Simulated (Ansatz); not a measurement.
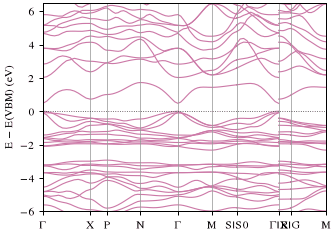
Figure: Band structure from PBE in the plane-wave PAW code Ansatz

### Question
Read off the gap and where the band edges lie.

### Answer
About 0.5 eV (0.47 eV by a search for the band edges); maximum at Γ, minimum at Γ.

The material is ZnCu₂GeS₄ in space group I-4 (No. 82; Pearson symbol tI16).

Symmetry was held in the PBE relaxation. No spin polarisation was allowed. Scalar-relativistic: spin–orbit coupling is off unless named, which matters more the heavier the elements.

Potentials: the later of the program's two PAW sets.
